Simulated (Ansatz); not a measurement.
## SiH₄Cl₂O: a changed input and its effect

System: SiH₄Cl₂O.
Method of run A: RHF-MP2, frozen core/def2-QZVPP (Ansatz 0.2.0).

The geometry comes from this level: PBE0-D4/def2-TZVP. Text and figures count atoms from 1; the logs count them from 0 in places.

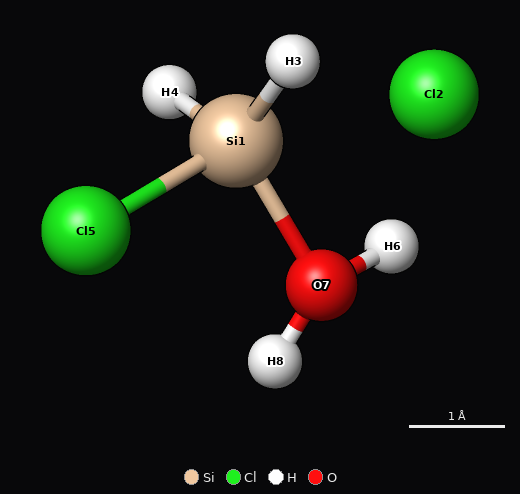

Figure 1. The input geometry (ball-and-stick view, seen at a tilt; atoms are numbered from 1 in the order of the input). Bond lengths as drawn: Cl–Si 2.10 Å, H–O 0.97 to 1.08 Å, H–Si 1.46 to 1.47 Å and O–Si 1.78 Å.

## The input, run A
```yaml
crystal:
  periodic: [false, false, false]
  atoms:
    - {symbol: Si, position_ang: [0.123788, 0.359673, -0.595876]}
    - {symbol: Cl, position_ang: [-0.026632, -2.177238, -0.511836]}
    - {symbol: H, position_ang: [1.450266, 0.172945, -1.185055]}
    - {symbol: H, position_ang: [-1.137257, 0.250687, -1.334141]}
    - {symbol: Cl, position_ang: [0.114604, 2.405547, -0.112779]}
    - {symbol: H, position_ang: [-0.104651, -1.195785, 0.906560]}
    - {symbol: O, position_ang: [0.069807, -0.153011, 1.108593]}
    - {symbol: H, position_ang: [-0.489825, 0.337084, 1.724634]}
basis:
  gaussian: {orbitals: "def2-QZVPP.json"}
correlation: {method: mp2}
```

Command:
```bash
ansatz run in.yaml --threads 4 --pin off --events-out ev --progress --plain --max-ram 9574MiB
```

Hardware: 4 threads of Intel Xeon @ 2.50GHz, 180 GiB of memory available, shared host.

## Output (run A)
```
Functional definition: HF
  exchange = exact_x
  correlation = 0
2298 factors; integrals over basis functions are off by at most 8.7e-4 eV
mean field evaluation 1: about -34972.4249 eV, gradient 3.1e1 eV
mean field evaluation 2: about -34972.5622 eV, gradient 3.1e1 eV
mean field evaluation 4: about -34974.6987 eV, gradient 2.9e0 eV
mean field evaluation 8: about -34974.7321 eV, gradient 2.3e-1 eV
mean field -34974.73238937 eV, -1285.2977085844 hartree, gradient 3.4e-6 eV, S^2 0.000000; 0 other end points of the search recorded, 0 dependent functions left out
16 core orbitals not correlated: weight in the atoms' cores, before any rotation towards them, 1.000 or more for the frozen orbitals, at most 0.000 for the correlated occupied ones
reference -34974.73238937 eV, -1285.2977085844 hartree; 14, 14 occupied and 357, 357 virtual orbitals, 2298 factors
second order -23.15440539 eV of doubles, -0.00000000 eV of singles
Total energy: -34997.88679476 eV, -1286.1486172879 hartree
```

The input of run B differs as follows (lines with − go, lines with + come):
```diff
-    - {symbol: Si, position_ang: [0.123788, 0.359673, -0.595876]}
-    - {symbol: Cl, position_ang: [-0.026632, -2.177238, -0.511836]}
-    - {symbol: H, position_ang: [1.450266, 0.172945, -1.185055]}
-    - {symbol: H, position_ang: [-1.137257, 0.250687, -1.334141]}
-    - {symbol: Cl, position_ang: [0.114604, 2.405547, -0.112779]}
-    - {symbol: H, position_ang: [-0.104651, -1.195785, 0.906560]}
-    - {symbol: O, position_ang: [0.069807, -0.153011, 1.108593]}
-    - {symbol: H, position_ang: [-0.489825, 0.337084, 1.724634]}
+    - {symbol: Si, position_ang: [-0.045670, 0.923864, -0.615278]}
+    - {symbol: Cl, position_ang: [0.793617, -3.074780, 0.764718]}
+    - {symbol: H, position_ang: [0.810608, 0.190289, -1.562489]}
+    - {symbol: H, position_ang: [-1.209354, 1.575221, -1.253362]}
+    - {symbol: Cl, position_ang: [1.041935, 2.404806, 0.285357]}
+    - {symbol: H, position_ang: [0.239070, -1.907997, 0.678132]}
+    - {symbol: O, position_ang: [-0.531824, -0.195612, 0.490303]}
+    - {symbol: H, position_ang: [-1.098281, 0.084110, 1.212719]}
```

How does run B compare with run A?

With the same method and basis, run B lies 19.7 kcal/mol lower.

## Output (run B)
```
Functional definition: HF
  exchange = exact_x
  correlation = 0
2289 factors; integrals over basis functions are off by at most 1.5e-3 eV
mean field evaluation 1: about -34973.3458 eV, gradient 3.6e1 eV
mean field evaluation 2: about -34973.4569 eV, gradient 3.6e1 eV
mean field evaluation 4: about -34976.0374 eV, gradient 3.2e0 eV
mean field evaluation 8: about -34976.0788 eV, gradient 2.6e-1 eV
mean field -34976.07920758 eV, -1285.3472032407 hartree, gradient 2.9e-6 eV, S^2 0.000000; 0 other end points of the search recorded, 0 dependent functions left out
16 core orbitals not correlated: weight in the atoms' cores, before any rotation towards them, 1.000 or more for the frozen orbitals, at most 0.000 for the correlated occupied ones
reference -34976.07920758 eV, -1285.3472032407 hartree; 14, 14 occupied and 357, 357 virtual orbitals, 2289 factors
second order -22.66279052 eV of doubles, -0.00000000 eV of singles
Total energy: -34998.74199810 eV, -1286.1800454309 hartree
```

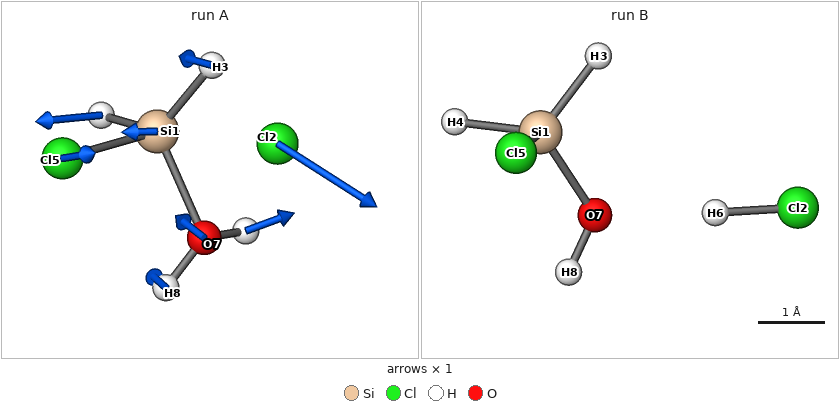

Figure 2. The two input geometries at one scale (ball-and-stick view, seen at a tilt). The blue arrows on the first give the shifts of the atoms after the best rigid fit, at true length. Cl2 moves most after the best rigid fit: 1.90 Å. Largest moves by element: Cl 1.90 Å, H 1.21 Å, O 0.82 Å, Si 0.58 Å. Among the contacts that change: H6–O7 1.076 → 1.887 Å, Cl2–H6 1.727 → 1.295 Å, Si1–O7 1.781 → 1.647 Å, Si1–Cl5 2.102 → 2.046 Å.

## The two runs side by side

| quantity | run A | run B |
| --- | --- | --- |
| outcome | converged | converged |
| total energy (hartree) | −1286.148617 | −1286.180045 |
| basis functions | 387 | 387 |
| wall time (shared host) | 28 s | 24 s |
